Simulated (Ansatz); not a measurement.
# CF3 radical: an energy map over two coordinates

Aim: map the energy of CF3, SMILES F[C](F)F, spin multiplicity 2 over two coordinates, and find its wells, ridges and stiffness.

Method: UKS wB97X-V/def2-SVP; program: Ansatz 0.2.0.

### Step 1. Starting geometry

4 atoms, charge 0, spin multiplicity 2.

Atoms are counted from 1 here; the program's logs count them from 0.

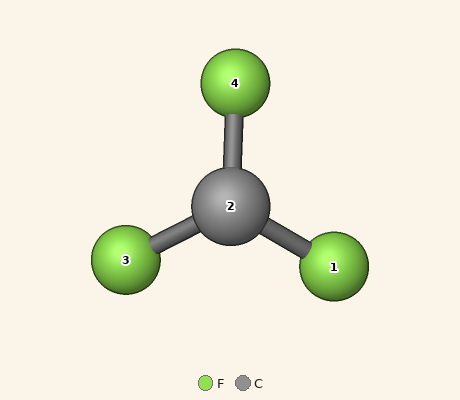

The starting geometry (fluorine green, carbon grey); atoms are numbered from 1 in the order of the file.

As a file:

```xyz
4
charge 0, multiplicity 2
F    -1.2416    0.0252    0.2689
C    -0.0402   -0.0605   -0.2916
F     0.6666   -1.0569    0.2305
F     0.6152    1.0922   -0.2078
```

### Step 2. Relaxing the molecule

input.yaml reads:

```yaml
crystal:
  periodic: [false, false, false]
  atoms:
    - { symbol: F, position_ang: [-1.241619, 0.02524, 0.268934] }
    - { symbol: C, position_ang: [-0.040182, -0.060492, -0.291569] }
    - { symbol: F, position_ang: [0.666614, -1.056935, 0.230459] }
    - { symbol: F, position_ang: [0.615187, 1.092177, -0.207824] }
magnetization:
  spin_polarized: true
  initial_magnetization: 1
basis:
  gaussian: { orbitals: def2-SVP }
hamiltonian:
  xc: { name: wB97X-V }
output:
  forces: true
relax:
  f_tol: 0.003
  max_steps: 120
```

Command:

```console
$ ansatz run input.yaml --threads 1 --pin off --max-ram 2560MiB --backend cpu --events-out ev --progress --plain --runs-dir out
```

The program printed, shortened:

```text
Warning: RAYON_NUM_THREADS=1 ignored (pool sized by the plan → 1); use --threads N
[...]
Functional definition: wB97X-V
[...]
      + integral(e_c_pw_opposite_spin*poly(b97_u_opposite, cos0, cos1)) + vv10(b, c)
590 factors; integrals over basis functions are off by at most 2.1e-4 eV
136 factors; integrals over basis functions are off by at most 5.3e-7 eV
[...]
mean field -9175.44807063 eV, -337.1914972535 hartree, gradient 6.1e-5 eV, S^2 0.751606; 0 other end points of the search recorded, 0 dependent functions left out
[...]
reference -9175.44807039 eV, -337.1914972447 hartree; 17, 16 occupied and 39, 40 virtual orbitals, 590 factors
relax step   1: F+E_penalty+E_count = -9175.44807063 eV  Δ(F+E_penalty+E_count) = +0.000e0 eV  max|allowed force component| = 6.281e-1 eV/Å  Δτ_max = 0.0000 Å  (25 SCF iters, accepted)
[...]
relax step   4: F+E_penalty+E_count = -9175.46088465 eV  Δ(F+E_penalty+E_count) = -3.138e-4 eV  max|allowed force component| = 7.191e-3 eV/Å  Δτ_max = 0.0037 Å  (24 SCF iters, accepted)
[...]
relax step   5: F+E_penalty+E_count = -9175.46088803 eV  Δ(F+E_penalty+E_count) = -3.387e-6 eV  max|allowed force component| = 1.423e-4 eV/Å  Δτ_max = 0.0003 Å  (20 SCF iters, accepted)
590 factors; integrals over basis functions are off by at most 2.3e-4 eV
136 factors; integrals over basis functions are off by at most 5.2e-7 eV
mean field -9175.46088803 eV, -337.1919682844 hartree, gradient 1.6e-5 eV, S^2 0.751561; 1 other end points of the search recorded, 0 dependent functions left out
[...]
reference -9175.46088780 eV, -337.1919682761 hartree; 17, 16 occupied and 39, 40 virtual orbitals, 590 factors
Total energy: -9175.46088780 eV, -337.1919682761 hartree
Atom 0 at    -1.230160     0.024916     0.266317 Å, force     0.000141    -0.000016    -0.000062 eV/Å
Atom 1 at    -0.039717    -0.059780    -0.288439 Å, force     0.000029     0.000044     0.000131 eV/Å
Atom 2 at     0.660381    -1.047219     0.228198 Å, force    -0.000089     0.000114    -0.000057 eV/Å
Atom 3 at     0.609496     1.082073    -0.206075 Å, force    -0.000081    -0.000142    -0.000012 eV/Å
Dipole moment:    -0.006286    -0.009458    -0.045637 e Å
```

Run time: 39 s. Hardware: 1 thread of Arm Neoverse V1, shared host; peak memory 0.2 GiB.

The steps of the relaxation:

| step | energy from step 1 (eV) | largest force component (eV/Å) |
| --- | --- | --- |
| 1 | 0.0000 | 0.6281 |
| 2 | -0.0111 | 0.2318 |
| 3 | -0.0125 | 0.1293 |
| 4 | -0.0128 | 0.0072 |
| 5 | -0.0128 | 0.0001 |

Bonds that changed most:

| bond | before (Å) | after (Å) | change (Å) |
| --- | --- | --- | --- |
| C2–F4 | 1.329 | 1.316 | -0.013 |
| C2–F3 | 1.329 | 1.316 | -0.012 |
| F1–C2 | 1.329 | 1.316 | -0.012 |

### Step 3. The grid

First coordinate, umbrella angle at C2 (between each of its bonds and their common axis; 90 is planar): 11 values from 60.5 to 119.5 °. Second coordinate, change of the bonds C2–F1, C2–F3, C2–F4, all alike: 11 values from −0.145 to 0.224 Å.

Nothing else is relaxed (all other coordinates rigid). Energies count from the relaxed molecule at the same level. Points are written as (first, second).

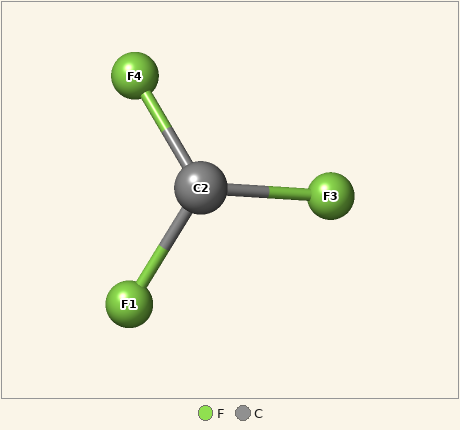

The geometry at (72.3°, 0.150 Å).

Below, 3 of the grid's runs; all are launched alike.

### Step 4. The run at (72.3°, 0.150 Å)

input.yaml reads:

```yaml
crystal:
  periodic: [false, false, false]
  atoms:
    - { symbol: F, position_ang: [-1.483049, -0.143865, -0.531607] }
    - { symbol: C, position_ang: [-0.039717, -0.05978, -0.288439] }
    - { symbol: F, position_ang: [0.620929, -1.337042, -0.574031] }
    - { symbol: F, position_ang: [0.564299, 1.032641, -1.057332] }
magnetization:
  spin_polarized: true
  initial_magnetization: 1
basis:
  gaussian: { orbitals: def2-SVP }
hamiltonian:
  xc: { name: wB97X-V }
output:
  forces: true
```

Command:

```console
$ ansatz run input.yaml --threads 1 --pin off --max-ram 2560MiB --backend cpu --events-out ev --progress --plain --runs-dir out
```

The program printed, shortened:

```text
Warning: RAYON_NUM_THREADS=1 ignored (pool sized by the plan → 1); use --threads N
[...]
[... 1 set-up line as earlier in the session ...]
[...]
      + integral(e_c_pw_opposite_spin*poly(b97_u_opposite, cos0, cos1)) + vv10(b, c)
537 factors; integrals over basis functions are off by at most 8.5e-4 eV
96 factors; integrals over basis functions are off by at most 6.1e-6 eV
[...]
mean field -9174.06706149 eV, -337.1407461038 hartree, gradient 6.2e-5 eV, S^2 0.752527; 0 other end points of the search recorded, 0 dependent functions left out
[...]
reference -9174.06706114 eV, -337.1407460907 hartree; 17, 16 occupied and 39, 40 virtual orbitals, 537 factors
Total energy: -9174.06706114 eV, -337.1407460907 hartree
Atom 0 at    -1.483049    -0.143865    -0.531607 Å, force     5.227518     0.249161     0.608839 eV/Å
Atom 1 at    -0.039717    -0.059780    -0.288439 Å, force    -0.536859    -0.808219    -3.899402 eV/Å
Atom 2 at     0.620929    -1.337042    -0.574031 Å, force    -2.448604     4.602284     0.763663 eV/Å
Atom 3 at     0.564299     1.032641    -1.057332 Å, force    -2.242056    -4.043226     2.526901 eV/Å
Dipole moment:     0.014909     0.022441     0.108282 e Å
```

Wall time 7.8 s (1 thread of Arm Neoverse V1, shared host); peak memory 0.18 GiB.

On the map this point reads 1.39 eV.

### Step 5. The run at (107.7°, 0.003 Å)

input.yaml reads:

```yaml
crystal:
  periodic: [false, false, false]
  atoms:
    - { symbol: F, position_ang: [-1.231157, 0.025875, 0.271135] }
    - { symbol: C, position_ang: [-0.039717, -0.05978, -0.288439] }
    - { symbol: F, position_ang: [0.661861, -1.047665, 0.232966] }
    - { symbol: F, position_ang: [0.61091, 1.084417, -0.201876] }
magnetization:
  spin_polarized: true
  initial_magnetization: 1
basis:
  gaussian: { orbitals: def2-SVP }
hamiltonian:
  xc: { name: wB97X-V }
output:
  forces: true
```

Command:

```console
$ ansatz run input.yaml --threads 1 --pin off --max-ram 2560MiB --backend cpu --events-out ev --progress --plain --runs-dir out
```

The program printed, shortened:

```text
Warning: RAYON_NUM_THREADS=1 ignored (pool sized by the plan → 1); use --threads N
[...]
[... 1 set-up line as earlier in the session ...]
[...]
      + integral(e_c_pw_opposite_spin*poly(b97_u_opposite, cos0, cos1)) + vv10(b, c)
540 factors; integrals over basis functions are off by at most 7.6e-4 eV
96 factors; integrals over basis functions are off by at most 3.7e-6 eV
[...]
mean field -9175.46001313 eV, -337.1919361323 hartree, gradient 5.9e-5 eV, S^2 0.751573; 0 other end points of the search recorded, 0 dependent functions left out
[...]
reference -9175.46001290 eV, -337.1919361238 hartree; 17, 16 occupied and 39, 40 virtual orbitals, 540 factors
Total energy: -9175.46001290 eV, -337.1919361238 hartree
Atom 0 at    -1.231157     0.025875     0.271135 Å, force     0.127848    -0.015482    -0.090978 eV/Å
Atom 1 at    -0.039717    -0.059780    -0.288439 Å, force     0.029826     0.044789     0.216382 eV/Å
Atom 2 at     0.661861    -1.047665     0.232966 Å, force    -0.081658     0.103326    -0.086774 eV/Å
Atom 3 at     0.610910     1.084417    -0.201876 Å, force    -0.076015    -0.132632    -0.038630 eV/Å
Dipole moment:    -0.006840    -0.010294    -0.049674 e Å
```

It took 7.5 s on 1 thread of Arm Neoverse V1, shared host; peak memory 0.18 GiB.

That is 0.0009 eV from the zero.

### Step 6. Grid point (119.5°, 0.187 Å)

input.yaml reads:

```yaml
crystal:
  periodic: [false, false, false]
  atoms:
    - { symbol: F, position_ang: [-1.236946, 0.094279, 0.607204] }
    - { symbol: C, position_ang: [-0.039717, -0.05978, -0.288439] }
    - { symbol: F, position_ang: [0.733768, -1.023323, 0.567469] }
    - { symbol: F, position_ang: [0.680726, 1.196266, 0.114779] }
magnetization:
  spin_polarized: true
  initial_magnetization: 1
basis:
  gaussian: { orbitals: def2-SVP }
hamiltonian:
  xc: { name: wB97X-V }
output:
  forces: true
```

Command:

```console
$ ansatz run input.yaml --threads 1 --pin off --max-ram 2560MiB --backend cpu --events-out ev --progress --plain --runs-dir out
```

The program printed, shortened:

```text
Warning: RAYON_NUM_THREADS=1 ignored (pool sized by the plan → 1); use --threads N
[...]
[... 1 set-up line as earlier in the session ...]
[...]
      + integral(e_c_pw_opposite_spin*poly(b97_u_opposite, cos0, cos1)) + vv10(b, c)
537 factors; integrals over basis functions are off by at most 8.7e-4 eV
96 factors; integrals over basis functions are off by at most 6.5e-6 eV
[...]
mean field -9172.89722333 eV, -337.0977553441 hartree, gradient 7.4e-5 eV, S^2 0.754274; 0 other end points of the search recorded, 0 dependent functions left out
[...]
reference -9172.89722289 eV, -337.0977553281 hartree; 17, 16 occupied and 39, 40 virtual orbitals, 537 factors
Total energy: -9172.89722289 eV, -337.0977553281 hartree
Atom 0 at    -1.236946     0.094279     0.607204 Å, force     2.919111    -0.793718    -4.233485 eV/Å
Atom 1 at    -0.039717    -0.059780    -0.288439 Å, force     1.554431     2.339606    11.289220 eV/Å
Atom 2 at     0.733768    -1.023323     0.567469 Å, force    -2.307144     2.170212    -4.128125 eV/Å
Atom 3 at     0.680726     1.196266     0.114779 Å, force    -2.166398    -3.716100    -2.927611 eV/Å
Dipole moment:    -0.044013    -0.066243    -0.319645 e Å
```

It took 7.5 s on 1 thread of Arm Neoverse V1, shared host; peak memory 0.18 GiB.

That is 2.56 eV from the zero.

### Step 7. All points together

66 points were computed, 55 more follow by symmetry. Energies in eV, from the relaxed molecule at the same level:

```tsv
change of the bonds C2–F1, C2–F3, C2–F4, all alike (Å) ↓, umbrella angle at C2 (between each of its bonds and their common axis; 90 is planar) (°) →	60.5	66.4	72.3	78.2	84.1	90.0	95.9	101.8	107.7	113.6	119.5
0.224	3.14	2.71	2.69	2.99	3.55	3.97	3.55	2.99	2.69	2.71	3.14
0.187	2.56	2.06	2.01	2.32	2.88	3.27	2.88	2.32	2.01	2.06	2.56
0.150	2.06	1.48	1.39	1.69	2.25	2.62	2.25	1.69	1.39	1.48	2.06
0.113	1.65	0.98	0.85	1.14	1.69	2.04	1.69	1.14	0.85	0.98	1.65
0.076	1.38	0.59	0.42	0.69	1.23	1.57	1.23	0.69	0.42	0.59	1.38
0.039	1.28	0.36	0.12	0.37	0.91	1.24	0.91	0.37	0.12	0.36	1.28
0.003	1.39	0.31	0.00	0.23	0.76	1.09	0.76	0.23	0.00	0.31	1.39
−0.034	1.77	0.51	0.11	0.30	0.83	1.17	0.83	0.30	0.11	0.51	1.77
−0.071	2.51	1.03	0.51	0.66	1.19	1.54	1.19	0.66	0.51	1.03	2.51
−0.108	3.69	1.94	1.28	1.37	1.91	2.29	1.91	1.37	1.28	1.94	3.69
−0.145	5.41	3.34	2.51	2.54	3.09	3.50	3.09	2.54	2.51	3.34	5.41
```

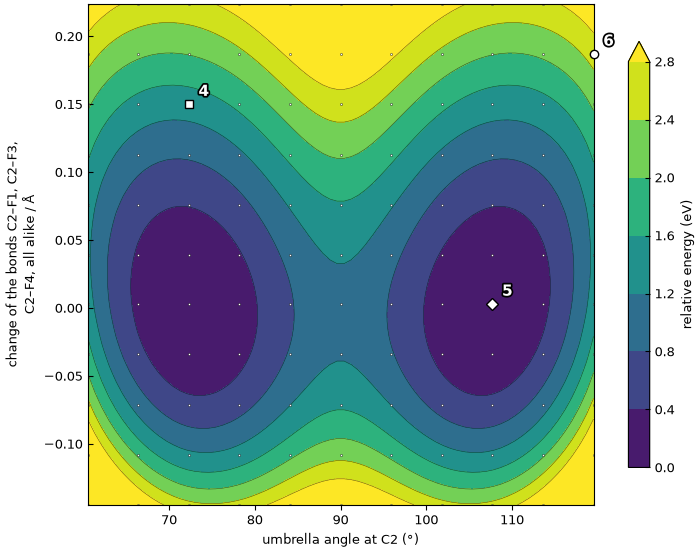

The map; numbers mark the steps of this session that print a point's run. Drawn: filled contours, dots at the grid points, one colour for all values above the top of the scale. Between grid points the surface is interpolated.

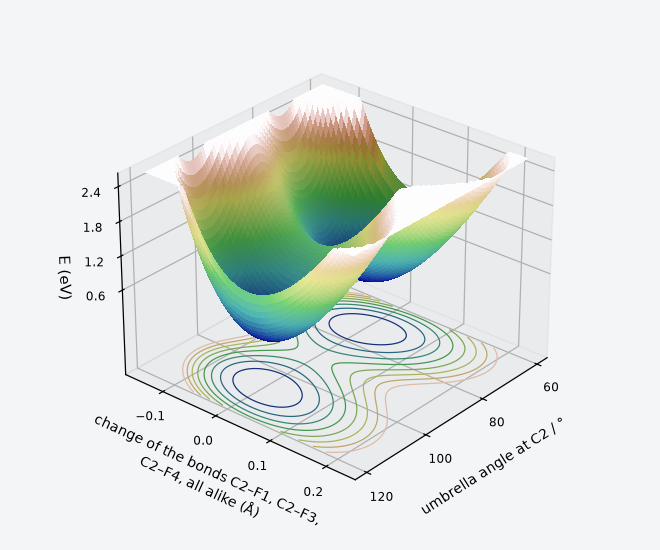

The same map in relief. In the figure: a relief with its contours projected below, any walls above the top of the colour scale cut off.

On the same grid, dipole moment (D):

```
change of the bonds C2–F1, C2–F3, C2–F4, all alike (Å) ↓, umbrella angle at C2 (between each of its bonds and their common axis; 90 is planar) (°) →  60.5  66.4  72.3  78.2  84.1  90.0  95.9  101.8  107.7  113.6  119.5
                                                                                                                                               0.224  1.65  1.18  0.67  0.15  0.29  0.00  0.29   0.15   0.67   1.18   1.65
                                                                                                                                               0.187  1.58  1.11  0.60  0.10  0.29  0.00  0.29   0.10   0.60   1.11   1.58
                                                                                                                                               0.150  1.51  1.04  0.54  0.04  0.30  0.00  0.30   0.04   0.54   1.04   1.51
                                                                                                                                               0.113  1.43  0.96  0.47  0.01  0.31  0.00  0.31   0.01   0.47   0.96   1.43
                                                                                                                                               0.076  1.35  0.88  0.39  0.06  0.32  0.00  0.32   0.06   0.39   0.88   1.35
                                                                                                                                               0.039  1.27  0.80  0.32  0.12  0.34  0.00  0.34   0.12   0.32   0.80   1.27
                                                                                                                                               0.003  1.18  0.72  0.25  0.18  0.37  0.00  0.37   0.18   0.25   0.72   1.18
                                                                                                                                              −0.034  1.08  0.63  0.17  0.24  0.41  0.00  0.41   0.24   0.17   0.63   1.08
                                                                                                                                              −0.071  0.98  0.53  0.08  0.32  0.47  0.00  0.47   0.32   0.08   0.53   0.98
                                                                                                                                              −0.108  0.87  0.43  0.01  0.40  0.54  0.00  0.54   0.40   0.01   0.43   0.87
                                                                                                                                              −0.145  0.76  0.33  0.10  0.49  0.63  0.00  0.63   0.49   0.10   0.33   0.76
```

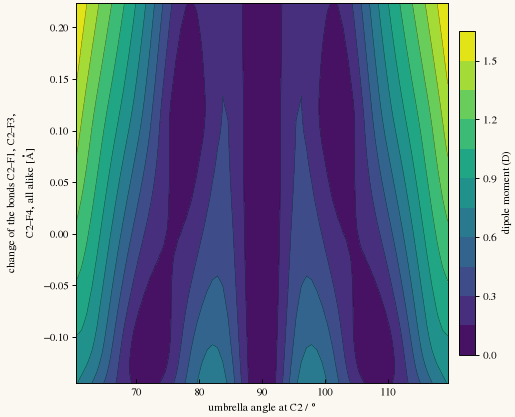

The dipole moment over the grid. In the figure: filled contours. Between grid points the surface is interpolated.

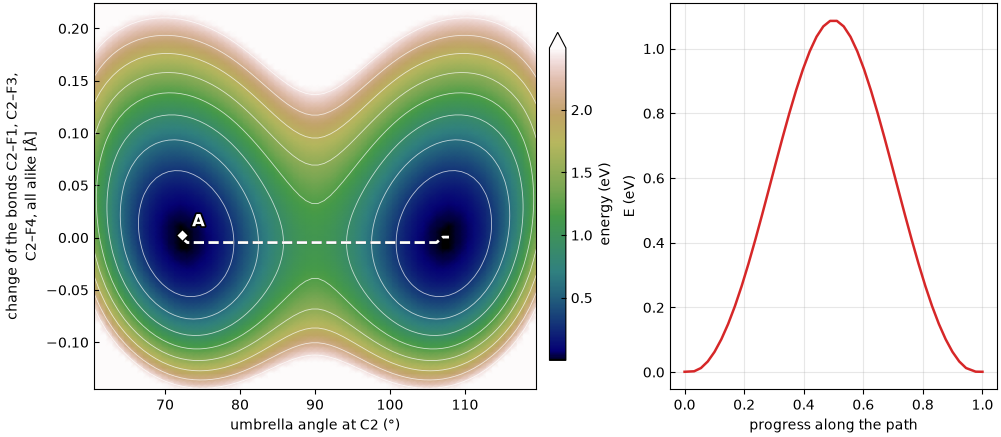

The easiest path on the interpolated surface, from its minimum near A. Drawn: a smooth colour map, a line along the lowest path, one colour for all values above the top of the scale, the energy along the path at the right. Between grid points the surface is interpolated.

### Step 8. Results

| quantity | value |
| --- | --- |
| lowest point | (72.3°, 0.003 Å), 0.0009 eV |
| highest computed point | (60.5°, −0.145 Å), 5.41 eV above the lowest |
| dipole moment (D) | 0.00 at (90.0°, −0.145 Å) to 1.65 at (60.5°, 0.224 Å); 0.25 at the lowest point |
| time for the whole task | 9.5 min on 1 thread, shared host |

What this shows: The lowest computed point is at (72.3°, 0.003 Å), 0.0009 eV from the relaxed molecule at the same level; the map holds 2 wells of about this depth. The grid is coarse, so the true minimum lies between grid points and may sit elsewhere than the lowest one. It is the only kind of minimum in the scanned range. The highest computed point, (60.5°, −0.145 Å), lies 5.41 eV above the lowest. On the interpolated surface the easiest way out of the lowest well to a well of the same energy at (107.7°, 0.003 Å) passes a barrier of about 1.1 eV. Round the minimum the valley is somewhat tilted: raising the first coordinate shifts the best value of the second coordinate downwards (coupling k₁₂/√(k₁₁k₂₂) about 0.2).
